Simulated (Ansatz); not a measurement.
# Li+ with SiH₃F: superposition error and deformation

How much of this pair's binding is borrowed basis, and how much do the fragments pay to take the shapes they have in the pair?

Computed with Ansatz 0.2.0, Gaussian basis. Level: PBE0-D4 structures, single points in def2-TZVPPD.

Levels: PBE-D4, revPBE-D4, BLYP-D4, r2SCAN-D4, B97M-V, PBE0-D4, B3LYP-D4, HSE06-D4, wB97X-V, wB97M-V, B2PLYP, Hartree-Fock, MP2, CCSD, CCSD(T).

Cores are frozen in the correlated methods. The outer core shell of Li, Na, Mg and K is correlated. B3LYP uses VWN-RPA correlation. B2PLYP carries no dispersion term here.

25 further runs of the same task are left out: 2 that didn't finish, 23 set aside as unsound or not needed.

**1. Starting geometry**

The relaxed pair: 6 atoms, charge 1, spin multiplicity 1.

Atoms are counted from 1 here; the program's logs count them from 0.

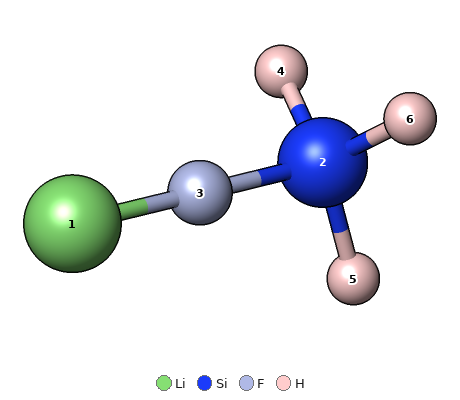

As it starts; lithium green, silicon blue, fluorine light blue, hydrogen pink; atoms are numbered from 1 in the order of the file.

Coordinates:

```tsv
atom	x (Å)	y (Å)	z (Å)
Li1	0.1442	-0.0696	-2.7575
Si2	-0.0356	0.0170	0.6787
F3	0.0538	-0.0236	-1.0073
H4	-1.3983	-0.4593	0.9691
H5	0.2001	1.4326	1.0084
H6	1.0357	-0.8971	1.1087
```

Atoms 1 to 1 are fragment A (Li+), the rest fragment B (SiH₃F). From earlier runs, pair energy (eV) and counterpoise interaction (kcal/mol):

```tsv
method	E(pair)	interaction
PBE-D4	-10838.05137	-30.88
revPBE-D4	-10843.06168	-29.79
BLYP-D4	-10845.36156	-31.70
r2SCAN-D4	-10843.64281	-29.87
B97M-V	-10843.27809	-30.12
PBE0-D4	-10839.09010	-32.06
B3LYP-D4	-10846.67718	-32.85
HSE06-D4	-10838.76146	-32.02
wB97X-V	-10843.38009	-31.40
wB97M-V	-10843.97751	-31.44
B2PLYP	-10840.85926	-32.08
MP2	-10828.17068	-30.47
CCSD(T)	-10829.17844	-30.70
```

First each fragment is run alone in its own basis, frozen in the shape it has in the pair (a, b).

**2. CCSD(T)/def2-TZVPPD**

Input file a/in.yaml:

```yaml
crystal:
  periodic: [false, false, false]
  atoms:
    - {symbol: Li, position_ang: [0.144185, -0.069605, -2.757528]}
basis:
  gaussian: {orbitals: "def2-TZVPPD.json"}
total_charge: 1
correlation: {method: ccsd_t}
```

Input file b/in.yaml:

```yaml
crystal:
  periodic: [false, false, false]
  atoms:
    - {symbol: Si, position_ang: [-0.035552, 0.017045, 0.678713]}
    - {symbol: F, position_ang: [0.053761, -0.023611, -1.007291]}
    - {symbol: H, position_ang: [-1.398251, -0.459263, 0.969059]}
    - {symbol: H, position_ang: [0.200138, 1.432610, 1.008386]}
    - {symbol: H, position_ang: [1.035719, -0.897076, 1.108662]}
basis:
  gaussian: {orbitals: "def2-TZVPPD.json"}
correlation: {method: ccsd_t}
```

The basis file named in the input lies beside it (Basis Set Exchange, JSON).

No record of the launch command was kept for these runs.

a printed:

```text
Functional definition: HF
  name "HF"
  cite "Fock, Z. Phys. 61, 126 (1930) doi:10.1007/BF01340294"
  parent pbe
  exchange = exact_x
  correlation = 0
115 factors; integrals over basis functions are off by at most 1.7e-4 eV
mean field evaluation 1: about -196.9117 eV, gradient 2.2e-2 eV
mean field evaluation 2: about -196.9117 eV, gradient 2.2e-2 eV
mean field evaluation 4: about -196.9117 eV, gradient 9.3e-7 eV
mean field -196.91172360 eV, -7.2363723707 hartree, gradient 9.3e-7 eV, S^2 0.000000; 0 other end points of the search recorded, 0 dependent functions left out
reference -196.91172360 eV, -7.2363723707 hartree; 1, 1 occupied and 21, 21 virtual orbitals, 115 factors
second order -0.81477337 eV of doubles, -0.00000000 eV of singles
cycle   1  -0.91492215 eV  change   -1.0e-1 eV  update   6.4e-3
cycle   2  -0.93093315 eV  change   -1.6e-2 eV  update   1.1e-3
cycle   3  -0.93078795 eV  change    1.5e-4 eV  update   9.2e-5
cycle   4  -0.93078954 eV  change   -1.6e-6 eV  update   4.4e-6
cycle   5  -0.93079010 eV  change   -5.6e-7 eV  update   7.2e-7
perturbative correction 0.00000000 eV, 0.0000000000 hartree
Total energy: -197.84251370 eV, -7.2705782759 hartree
```

Output in b, cut to the lines that bear on the results:

```text
Functional definition: HF
  name "HF"
  cite "Fock, Z. Phys. 61, 126 (1930) doi:10.1007/BF01340294"
  parent pbe
[...]
796 factors; integrals over basis functions are off by at most 8.3e-4 eV
[...]
mean field -10618.55625322 eV, -390.2247447898 hartree, gradient 9.5e-7 eV, S^2 0.000000; 0 other end points of the search recorded, 0 dependent functions left out
6 core orbitals not correlated: weight in the atoms' cores, before any rotation towards them, 1.000 or more for the frozen orbitals, at most 0.000 for the correlated occupied ones
reference -10618.55625322 eV, -390.2247447898 hartree; 7, 7 occupied and 126, 126 virtual orbitals, 796 factors
second order -10.55227741 eV of doubles, -0.00000000 eV of singles
cycle   1  -10.78232676 eV  change   -2.3e-1 eV  update   7.6e-2
[...]
cycle   9  -11.12753023 eV  change   -2.8e-6 eV  update   8.5e-6
perturbative correction -0.30443128 eV, -0.0111876432 hartree
Total energy: -10629.98821473 eV, -390.6448616263 hartree
```

Times: 0.1 s (a), 4.8 s (b) on 2 threads, shared host; peak memory 0.73 GiB.

**3. Relaxing SiH₃F alone**

Input file relax-b/in.yaml:

```yaml
crystal:
  periodic: [false, false, false]
  atoms:
    - {symbol: Si, position_ang: [-0.035552, 0.017045, 0.678713]}
    - {symbol: F, position_ang: [0.053761, -0.023611, -1.007291]}
    - {symbol: H, position_ang: [-1.398251, -0.459263, 0.969059]}
    - {symbol: H, position_ang: [0.200138, 1.432610, 1.008386]}
    - {symbol: H, position_ang: [1.035719, -0.897076, 1.108662]}
basis:
  gaussian: {orbitals: def2-TZVP}
hamiltonian: {xc: pbe0, dispersion: d4}
relax: {f_tol: 0.005, max_steps: 200}
```

What it wrote, cut to the lines that bear on the results:

```text
Functional definition: PBE0
  name "PBE0"
  cite "Adamo & Barone, J. Chem. Phys. 110, 6158 (1999) doi:10.1063/1.478522"
  cite "Perdew, Burke & Ernzerhof, Phys. Rev. Lett. 77, 3865 (1996) doi:10.1103/PhysRevLett.77.3865"
  parent pbe
[...]
556 factors; their error is unknown
[...]
mean field -10639.99398255 eV, -391.0125668116 hartree, gradient 4.7e-5 eV, S^2 0.000000; 0 other end points of the search recorded, 0 dependent functions left out
[...]
reference -10639.99400711 eV, -391.0125677142 hartree; 13, 13 occupied and 73, 73 virtual orbitals, 556 factors
relax step   1: F+E_penalty+E_count = -10640.03215980 eV  Δ(F+E_penalty+E_count) = +0.000e0 eV  max|allowed force component| = 3.016e0 eV/Å  Δτ_max = 0.0000 Å  (20 SCF iters, accepted)
[...]
556 factors; their error is unknown
mean field -10640.14967709 eV, -391.0182884805 hartree, gradient 2.0e-5 eV, S^2 0.000000; 1 other end points of the search recorded, 0 dependent functions left out
[...]
reference -10640.14970150 eV, -391.0182893775 hartree; 13, 13 occupied and 73, 73 virtual orbitals, 556 factors
Total energy: -10640.18814772 eV, -391.0197022500 hartree
Atom 0 at    -0.030978     0.014910     0.591872 Å, force     0.000148    -0.000040    -0.002585 eV/Å
Atom 1 at     0.053697    -0.023508    -1.005360 Å, force    -0.000090     0.000034     0.001641 eV/Å
Atom 2 at    -1.377696    -0.450613     0.998386 Å, force     0.000025     0.000009     0.000316 eV/Å
Atom 3 at     0.194464     1.410143     1.036973 Å, force    -0.000027    -0.000019     0.000315 eV/Å
Atom 4 at     1.016328    -0.881227     1.135658 Å, force    -0.000056     0.000016     0.000313 eV/Å
Dipole moment:    -0.013993     0.006346     0.263933 e Å
```

Run time: 3.9 s. Hardware: 2 threads, shared host; peak memory 0.12 GiB.

Step by step:

```tsv
step	energy from step 1 (eV)	largest force component (eV/Å)
1	0.0000	3.0160
2	-0.1074	1.6380
3	-0.1495	0.5972
4	-0.1559	0.0430
5	-0.1560	0.0026
```

Close pairs (by a distance rule), those that changed most:

```tsv
bond	before (Å)	after (Å)	change (Å)
Si1–F2	1.689	1.600	-0.089
Si1–H4	1.472	1.482	+0.009
Si1–H5	1.472	1.482	+0.009
Si1–H3	1.472	1.482	+0.009
```

**4. CCSD(T)/def2-TZVPPD**

Input file free-b/in.yaml:

```yaml
crystal:
  periodic: [false, false, false]
  atoms:
    - {symbol: Si, position_ang: [-0.030978, 0.014910, 0.591872]}
    - {symbol: F, position_ang: [0.053697, -0.023508, -1.005360]}
    - {symbol: H, position_ang: [-1.377696, -0.450613, 0.998386]}
    - {symbol: H, position_ang: [0.194464, 1.410143, 1.036973]}
    - {symbol: H, position_ang: [1.016328, -0.881227, 1.135658]}
basis:
  gaussian: {orbitals: "def2-TZVPPD.json"}
correlation: {method: ccsd_t}
```

What it wrote, cut to the lines that bear on the results:

```text
Functional definition: HF
  name "HF"
  cite "Fock, Z. Phys. 61, 126 (1930) doi:10.1007/BF01340294"
  parent pbe
[...]
796 factors; integrals over basis functions are off by at most 1.3e-3 eV
[...]
mean field -10618.77258631 eV, -390.2326948845 hartree, gradient 1.5e-6 eV, S^2 0.000000; 0 other end points of the search recorded, 0 dependent functions left out
6 core orbitals not correlated: weight in the atoms' cores, before any rotation towards them, 1.000 or more for the frozen orbitals, at most 0.000 for the correlated occupied ones
reference -10618.77258631 eV, -390.2326948845 hartree; 7, 7 occupied and 126, 126 virtual orbitals, 796 factors
second order -10.47655714 eV of doubles, -0.00000000 eV of singles
cycle   1  -10.73966777 eV  change   -2.6e-1 eV  update   7.2e-2
[...]
cycle   9  -11.06916790 eV  change   -3.6e-6 eV  update   6.5e-6
perturbative correction -0.29295753 eV, -0.0107659906 hartree
Total energy: -10630.13471174 eV, -390.6502452923 hartree
```

Run time: 2.7 s. Hardware: 2 threads, shared host; peak memory 0.55 GiB.

**5. The split**

```tsv
method	interaction with counterpoise (kcal/mol)	without	superposition error	deformation	binding energy
PBE-D4	-30.88	-30.95	0.07	2.35	-28.52
revPBE-D4	-29.79	-29.88	0.08	2.11	-27.68
BLYP-D4	-31.70	-31.79	0.09	2.04	-29.65
r2SCAN-D4	-29.87	-29.92	0.05	3.43	-26.44
B97M-V	-30.12	-30.17	0.05	4.05	-26.07
PBE0-D4	-32.06	-32.11	0.05	3.44	-28.61
B3LYP-D4	-32.85	-32.92	0.07	3.01	-29.84
HSE06-D4	-32.02	-32.08	0.05	3.45	-28.57
wB97X-V	-31.40	-31.48	0.07	3.17	-28.23
wB97M-V	-31.44	-31.52	0.08	3.07	-28.38
B2PLYP	-32.08	-32.23	0.15	3.17	-28.91
Hartree-Fock	-33.33	-33.36	0.03	4.99	-28.34
MP2	-30.47	-30.80	0.33	3.24	-27.22
CCSD	-31.24	-31.60	0.36	3.64	-27.60
CCSD(T)	-30.70	-31.08	0.38	3.38	-27.32
```

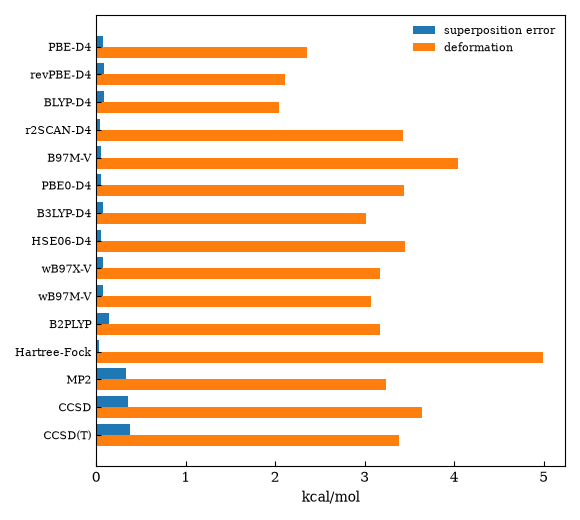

Superposition error and deformation energy by method.

**6. Results**

| quantity | value |
| --- | --- |
| interaction, CCSD(T) | -30.70 kcal/mol |
| superposition error | 0.38 kcal/mol |
| deformation | 3.38 kcal/mol |
| binding energy | -27.32 kcal/mol |

What this shows: In this basis the superposition error is 0.38 kcal/mol for CCSD(T) and 0.07 kcal/mol on average for the plain functionals: correlated methods borrow far more, since they need many more functions to converge. Deformation takes back 11 % of the interaction.
